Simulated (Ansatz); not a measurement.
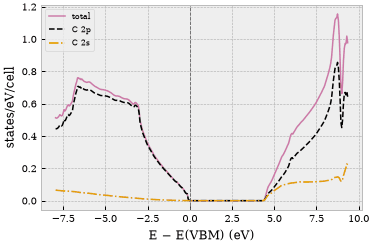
Figure. Total and projected density of states of C (diamond, Fd-3m), plane-wave PAW r²SCAN (Ansatz code)

Question: Which orbitals carry the states next to the gap?

Answer: Top 1 eV of the valence band: C 2p 98 %. Bottom 1 eV of the conduction band: C 2p 53 %, C 2s 38 %, outside the projected shells 9 %. Projections are on Löwdin-orthogonalised atomic valence shells; empty p or d shells of many metals are not among them.

Question: Where is the tallest occupied peak in this window, and what makes it?

Answer: Near -6.6 eV, about 0.76 states/eV per cell; the largest projected share is C 2p.

The r²SCAN relaxation kept the symmetry of its start.

Potentials: the later of the program's two PAW sets.
